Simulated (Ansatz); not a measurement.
# Nudged elastic band of C$_{2}$H$_{5}$FOSi (part 2 of 2)

The same run, continued: C$_{2}$H$_{5}$FOSi; RKS PBE-D4/def2-SVP (Ansatz 0.2.0). The run did not end well. It belongs to a series of runs on one base structure; here: band between the two ends.

Geometry of the input (Å):
```
F  -2.6776  0.8564  0.3417
C  -1.5117  1.1321  0.9466
C  -0.3443  0.5717  0.5747
O  -0.2510  -0.3210  -0.4481
Si 1.1716  -1.0817  -0.9607
H  -1.5842  1.8553  1.7737
H  0.5721  0.8528  1.1256
H  0.7568  -1.9680  -2.0912
H  1.7721  -1.8871  0.1612
H  2.1794  -0.0617  -1.4207
```

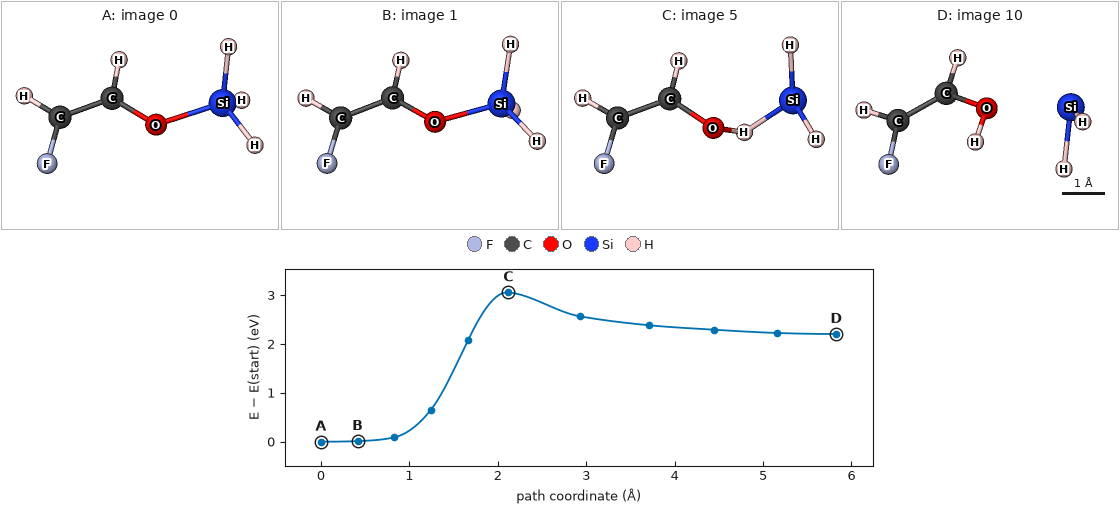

**Figure 1.** Images of the last band (counted from 0; ball-and-stick, seen at a tilt) above the energy along the path; the line is a cubic interpolation that uses the forces. The highest image is number 5, 3.056 eV above the start and 0.852 eV above the end (the climbing image); the end lies 2.204 eV above the start. The path is 5.83 Å long. The band had not converged after 60 iterations.

```
Unfinished report: {"positions_ang":[[-2.535718340049109,0.9958890249827614,0.13423339593541242],[-1.428869612044224,1.1626208528295852,0.8670674175709772],[-0.27066064328808004,0.5368670670613865,0.5890588740423888],[-0.1237771069973823,-0.23088023826225476,-0.5477923117502008],[1.6192035875718767,-1.1819413307227735,-1.00957298708542],[-1.5367675202232207,1.8753236665601265,1.7006500820566188],[0.6185971113372819,0.7025247878171851,1.222751351613692],[1.036910788887937,-2.10392773454529,-2.0632737594759236],[1.8389529576154786,-2.09492755045699,0.18739716641003945],[0.865327777189441,0.28725244473626416,-1.0776182193175838]],"unchecked":["starts","cluster_reference","orbital_swaps","neighbouring_geometries","increment"],"mean_field":{"relativity":"none","state":{"energy":{"ev":-14773.952618988164,"hartree":-542.9327446030578},"converged":true,"gradient_ev":0.00006225834848874826,"stability":{"kind":"minimum","curvature_ev":51.606513128217955},"curvature_floor_ev":0.00030000000000000003,"spin_squared":3.907985046680551e-14},"others":[],"fillings":{"estimated":0,"unestimated":0,"tried":0,"untried":0,"excluded_magnetic_sites":0},"n_dropped_functions":0,"n_trapped_functions":0,"passes":{"evaluations":2,"products":20},"factors":{"origin":"density fitting in generated functions","count":1093,"bound_ev":null},"gradient_stop_ev":0.00009,"reference_kind":"stationary","functional":{"name":"PBE","citations":["Perdew, Burke & Ernzerhof, Phys. Rev. Lett. 77, 3865 (1996) doi:10.1103/PhysRevLett.77.3865"],"text":"name \"PBE\"\ncite \"Perdew, Burke & Ernzerhof, Phys. Rev. Lett. 77, 3865 (1996) doi:10.1103/PhysRevLett.77.3865\"\nparent pbe\nparameter kappa = 0.804\nparameter beta = 0.06672455060314922\nexchange = pbe_x(kappa = kappa, mu = beta*pi^2/3)\ncorrelation = pbe_c(beta = beta)\n","parameters":{"beta":{"value":0.06672455060314922,"default":0.06672455060314922},"kappa":{"value":0.804,"default":0.804}},"final_grid":{"core_spheres":13.0,"valence_spheres":11.0,"degree":36.0},"final_grid_parameter_source":"default","radial_points_factor":1.0,"radial_grid_error_ev":3.125828648923977e-7,"grid_sensitivity":"normal","grid_sensitivity_ratio":0.001870803151768979},"unsmoothed_excess_ev":-0.00003226970762305724,"symmetry":{"irreps":["A"],"axes":[[0.9998695891252218,0.00478294666728629,0.015424920218201285],[-0.004824526845188224,0.9999848252106069,0.00265956560965609],[-0.015411965587816434,-0.002733636715056004,0.9998774917693818]],"occupied":[{"A":24},{"A":24}]},"density_repulsion":{"missed_ev":0.00010772736437627364,"excess_ev":0.00010772736437627364,"most_excess_ev":0.000624,"are_drawn_again":false,"n_first_factors":1093,"energy_change_ev":0.0,"n_dropped_ends":0},"direct_passes":"host"},"factors":{"origin":"density fitting in generated functions","count":1093,"bound_ev":null},"n_frozen":0,"n_occupied":[24,24],"n_virtual":[75,75],"reference":{"ev":-14773.952618988164,"hartree":-542.9327446030578},"dispersion":{"energy":{"ev":-0.1784932043641253,"hartree":-0.006559504273342268},"switches_in_reach":[]},"total":{"ev":-14774.131112192528,"hartree":-542.9393041073312},"forces_ev_per_angstrom":[[-0.00020218296371001497,0.05866131830477294,-0.019435499710595834],[-0.006271981217733941,-0.019896144022343645,0.005142134564085641],[0.021254404785611768,0.0553351340988147,-0.03500745164132645],[0.1106974202557781,0.13886551677492584,-0.08887691890444284],[0.1096520657576806,-0.04771998351167043,-0.020257858819342],[-0.03116115509393163,-0.13506804372058395,0.10281295733514449],[-0.02566615275981318,0.005073821313338112,0.041593655281940554],[-0.04783584064724806,-0.10635110044567464,0.10491638138082127],[-0.03506980310275513,0.004214004507406046,0.01929042662957792],[-0.09539677501699667,0.04688547669768286,-0.11017782611478645]],"charge_distribution":{"dipole_moment_e_ang":[0.19155286103081703,0.16364244545586548,0.2803386748743319],"mulliken_charges_e":[-0.1544957960762403,0.15290546893931012,0.056511336634650355,-0.3127036548847091,0.1158658239346746,0.03135588464261729,0.03888536822655153,-0.05030821694190846,-0.05246874165085624,0.17445252717599213],"lowdin_charges_e":[0.11708711243433712,-0.09306171530051621,-0.13541231598417625,0.06452272872843956,0.20286008310106318,0.003088434013749808,0.013665573826787458,-0.08551645881711822,-0.08497882561054304,-0.002254616391934805]},"n_threads":2,"memory_gib":2.556818182580173,"seconds":{"hamiltonian":1.058576732,"orbitals":0.0,"second_order":0.0,"solver_start":0.0,"cycles":0.0,"cycle":0.0,"perturbative":0.0,"full_ci_increment":0.0,"forces":0.0}}
this run last wrote the band of iteration 60 to [file]
Error: NEB band did not converge after 60 iterations: max|band force component| = 1.95e-1 eV/Å (threshold 5.0e-2); raise `neb.max_iterations` in a new run, which can start from the last band evaluated (`neb.initial_path`, with `crystal.atoms` and `neb.final_atoms` set to its first and last images), add images, or start from endpoints closer to local minima. Where this run's directory can be resumed (`checkpoint.write`), a resume goes on for up to `neb.max_iterations` more; to start a new run from the last band, take its images' positions from the `neb_iteration` event of iteration 60 (`data.images[].positions_ang`), in the event stream of the run that computed that iteration (not this run's, if it was resumed behind it). With `checkpoint.write`, `steps/00-neb/state/checkpoint.json` in the run directory holds the last saved band, under `neb.evaluated.images[].positions_ang` (a band under a hybrid functional on support functions is neither saved nor resumed: `neb.initial_path` says where its path is): check the last entry of `neb.iterations` there, which is earlier than 60 if that iteration was not saved or its write failed. If the band's step has no `state` directory and holds `state.next`, a write was cut short, and the file is under `state.next` instead (behind a loss of power it can be under `state.prev`)
this run wrote the band of iteration 60 to [file] as well, whether or not its events were kept: a new run's `neb.initial_path` can list its `images[].positions_ang`
a run's events are kept only if it was started with --events-out <file>, and are in that file
```

The last band as extended XYZ (Å, eV, eV/Å):
```
10
Properties=species:S:1:pos:R:3:forces:R:3 image=0 energy=-14777.18737
F    -2.6776    0.8564    0.3417    0.0086   0.0058   0.0080
C    -1.5117    1.1321    0.9466   -0.0148  -0.0035  -0.0081
C    -0.3443    0.5717    0.5747    0.0127  -0.0049  -0.0047
O    -0.2510   -0.3210   -0.4481   -0.0149  -0.0035  -0.0041
Si    1.1716   -1.0817   -0.9607    0.0069   0.0021   0.0042
H    -1.5842    1.8553    1.7737    0.0056  -0.0012   0.0005
H     0.5721    0.8528    1.1256   -0.0030   0.0036   0.0030
H     0.7568   -1.9680   -2.0912    0.0025   0.0008   0.0012
H     1.7721   -1.8871    0.1612   -0.0017  -0.0008  -0.0001
H     2.1794   -0.0617   -1.4207   -0.0019   0.0016   0.0001
10
Properties=species:S:1:pos:R:3:forces:R:3 image=1 energy=-14777.17583
F    -2.6423    0.9623    0.2778   -0.0360   0.0127   0.0218
C    -1.4779    1.1601    0.9139   -0.0229  -0.0033   0.0028
C    -0.3584    0.4803    0.6018   -0.0208  -0.0022   0.0014
O    -0.3253   -0.4723   -0.3725    0.0162   0.0066  -0.0050
Si    1.1505   -1.0733   -0.9505    0.0169   0.0020  -0.0069
H    -1.5127    1.9141    1.7154    0.0014   0.0085  -0.0065
H     0.5695    0.7023    1.1623   -0.0352  -0.0029   0.0233
H     0.8325   -1.9859   -2.0914   -0.0495   0.0074   0.0072
H     1.8541   -1.8270    0.1466    0.0449   0.0138  -0.0164
H     1.9933    0.0883   -1.4005    0.0850  -0.0426  -0.0217
10
Properties=species:S:1:pos:R:3:forces:R:3 image=2 energy=-14777.09755
F    -2.5874    1.0004    0.2075   -0.0805   0.0178   0.0501
C    -1.4351    1.1801    0.8699   -0.0546  -0.0085   0.0044
C    -0.3488    0.4227    0.6305   -0.0748  -0.0521   0.0308
O    -0.3605   -0.6042   -0.2699   -0.0481  -0.0772   0.0593
Si    1.1300   -1.0774   -0.9288   -0.0600   0.0381  -0.0093
H    -1.4614    1.9701    1.6364    0.0218   0.0366  -0.0397
H     0.5830    0.6383    1.1900   -0.0766  -0.0498   0.0208
H     0.9148   -1.9726   -2.1094   -0.1547   0.0409   0.0130
H     1.9163   -1.8449    0.1055    0.0992   0.1670  -0.0527
H     1.7322    0.2363   -1.3288    0.4283  -0.1128  -0.0767
10
Properties=species:S:1:pos:R:3:forces:R:3 image=3 energy=-14776.54458
F    -2.5487    0.9913    0.1735   -0.1108   0.0055   0.0797
C    -1.4108    1.1830    0.8599   -0.0188  -0.0081  -0.0443
C    -0.3018    0.4618    0.5982   -0.2037  -0.1817   0.0485
O    -0.3097   -0.5439   -0.3220   -0.4721  -0.7132   0.5212
Si    1.1941   -1.1062   -0.9216   -0.9730   0.1924   0.1796
H    -1.4797    1.9380    1.6585    0.0719   0.0651  -0.0706
H     0.6167    0.6821    1.1836   -0.1073  -0.1132  -0.0876
H     1.0085   -2.0235   -2.0973   -0.1229   0.1824  -0.0133
H     1.8999   -1.9615    0.1262    0.1985   0.5644  -0.1730
H     1.4147    0.3277   -1.2561    1.7382   0.0064  -0.4403
10
Properties=species:S:1:pos:R:3:forces:R:3 image=4 energy=-14775.10504
F    -2.5408    0.9895    0.1561   -0.0667   0.0093   0.0515
C    -1.4151    1.1735    0.8677    0.0935  -0.0162  -0.0393
C    -0.2764    0.5033    0.5812   -0.1880  -0.2338  -0.0782
O    -0.2193   -0.3966   -0.4396   -0.7096  -1.2065   0.7777
Si    1.3760   -1.1353   -0.9549   -1.9490   0.4279   0.4743
H    -1.5104    1.9015    1.6890    0.0549  -0.0147  -0.0157
H     0.6244    0.7053    1.2004   -0.1019  -0.0619  -0.0797
H     1.0338   -2.0775   -2.0766    0.0575   0.1860  -0.0659
H     1.8763   -2.0413    0.1675    0.3220   0.5192  -0.1164
H     1.1347    0.3263   -1.1878    2.4872   0.3906  -0.9082
10
Properties=species:S:1:pos:R:3:forces:R:3 image=5 energy=-14774.13108
F    -2.5357    0.9959    0.1342   -0.0002   0.0587  -0.0194
C    -1.4289    1.1626    0.8671   -0.0063  -0.0199   0.0051
C    -0.2707    0.5369    0.5891    0.0213   0.0553  -0.0350
O    -0.1238   -0.2309   -0.5478    0.1107   0.1389  -0.0889
Si    1.6192   -1.1819   -1.0096    0.1097  -0.0477  -0.0203
H    -1.5368    1.8753    1.7006   -0.0312  -0.1351   0.1028
H     0.6186    0.7025    1.2228   -0.0257   0.0051   0.0416
H     1.0369   -2.1039   -2.0633   -0.0478  -0.1064   0.1049
H     1.8390   -2.0949    0.1874   -0.0351   0.0042   0.0193
H     0.8653    0.2873   -1.0776   -0.0954   0.0469  -0.1102
10
Properties=species:S:1:pos:R:3:forces:R:3 image=6 energy=-14774.62056
F    -2.4878    0.8766    0.1558    0.0428   0.0245  -0.0395
C    -1.3916    1.1294    0.8715    0.0246  -0.0182  -0.0035
C    -0.1925    0.5889    0.6014    0.0505   0.0453  -0.0173
O    -0.0095   -0.2713   -0.4912    0.1072   0.0663  -0.0483
Si    1.9036   -1.1464   -0.9152    0.2025  -0.0335   0.0288
H    -1.5402    1.8510    1.6919   -0.0065  -0.0983   0.0635
H     0.6983    0.8082    1.2093    0.0236   0.0112   0.0296
H     1.1420   -1.9426   -2.0040    0.0352  -0.0318   0.0928
H     1.7570   -2.2425    0.1483   -0.0984  -0.0909   0.0428
H     0.2040    0.2974   -1.2647   -0.3815   0.1254  -0.1490
10
Properties=species:S:1:pos:R:3:forces:R:3 image=7 energy=-14774.80358
F    -2.4487    0.7206    0.1825    0.0469   0.0228  -0.0599
C    -1.3675    1.1394    0.8555    0.0193   0.0109   0.0005
C    -0.1426    0.6419    0.6241    0.0367   0.0246  -0.0004
O     0.0982   -0.3527   -0.3163    0.0781   0.0585  -0.0164
Si    2.0197   -1.0479   -0.8550    0.0689   0.0066   0.0186
H    -1.5580    1.9450    1.5809   -0.0087  -0.0284   0.0333
H     0.7492    0.9749    1.1736    0.0193   0.0013   0.0330
H     1.2070   -1.6361   -2.0434    0.0851   0.0086  -0.0209
H     1.8037   -2.3222   -0.0121   -0.0457  -0.0225   0.0142
H    -0.2777   -0.1142   -1.1869   -0.3000  -0.0824  -0.0019
10
Properties=species:S:1:pos:R:3:forces:R:3 image=8 energy=-14774.89567
F    -2.4037    0.5610    0.2182    0.0335   0.0177  -0.0527
C    -1.3539    1.1552    0.8172    0.0036   0.0235   0.0018
C    -0.1085    0.6841    0.6544    0.0189   0.0182   0.0030
O     0.1733   -0.4339   -0.1066    0.0122   0.0543  -0.0414
Si    2.0448   -0.9566   -0.9021    0.0258   0.0043  -0.0042
H    -1.5966    2.0483    1.4099   -0.0207  -0.0024   0.0226
H     0.7775    1.1361    1.1199    0.0137  -0.0075   0.0205
H     1.1405   -1.3517   -2.1057    0.0973  -0.0116  -0.0587
H     1.8682   -2.3491   -0.2558    0.0088  -0.0167  -0.0131
H    -0.4585   -0.5446   -0.8464   -0.1930  -0.0798   0.1222
10
Properties=species:S:1:pos:R:3:forces:R:3 image=9 energy=-14774.96191
F    -2.3428    0.4177    0.2516    0.0243   0.0173  -0.0131
C    -1.3329    1.1571    0.7614    0.1414  -0.0225  -0.0069
C    -0.0671    0.7148    0.6678   -0.1245   0.0673   0.0189
O     0.2449   -0.4967    0.0852   -0.0245   0.0232  -0.0052
Si    2.0287   -0.9032   -0.9516    0.0012   0.0060   0.0010
H    -1.6326    2.1059    1.2288   -0.0071  -0.0213  -0.0088
H     0.8086    1.2592    1.0464   -0.0135  -0.0263  -0.0109
H     1.0845   -1.0886   -2.1713    0.0524  -0.0019  -0.0385
H     1.8153   -2.3679   -0.5038    0.0262  -0.0115  -0.0263
H    -0.5232   -0.8493   -0.4116   -0.0759  -0.0303   0.0897
10
Properties=species:S:1:pos:R:3:forces:R:3 image=10 energy=-14774.98347
F    -2.3020    0.2975    0.3024    0.0036   0.0030  -0.0009
C    -1.3149    1.1369    0.6902    0.0057  -0.0061  -0.0005
C    -0.0416    0.7158    0.6645   -0.0098  -0.0011  -0.0016
O     0.2984   -0.5643    0.2691   -0.0078   0.0120   0.0063
Si    2.0075   -0.8850   -0.9323   -0.0027   0.0006  -0.0056
H    -1.6472    2.1327    1.0140    0.0033  -0.0029   0.0006
H     0.8250    1.3291    0.9435   -0.0001  -0.0019  -0.0014
H     1.0668   -0.7834   -2.1630    0.0025   0.0008   0.0023
H     1.6954   -2.3892   -0.7506    0.0008  -0.0030   0.0012
H    -0.5042   -1.0413   -0.0350    0.0044  -0.0014  -0.0004
```

Outcome:

| quantity | value |
| --- | --- |
| outcome | not converged |
| barrier, forward (band not converged) | 3.056 eV |
| barrier, backward | 0.852 eV |
| wall time | 11 min (CPU time 22 min) |
| peak memory | 0.13 GiB |

The run did not converge: “NEB band did not converge after 60 iterations: max|band force component| = 1.95e-1 eV/Å (threshold 5.0e-2); raise `neb.max_iterations` in a new run, which can start from the last band evaluated (`neb.initial_path`, with `crystal.atoms` and `neb.final_atoms` set to its first and last images), add images, or start from endpoints closer to local minima …” Its last values are not results.
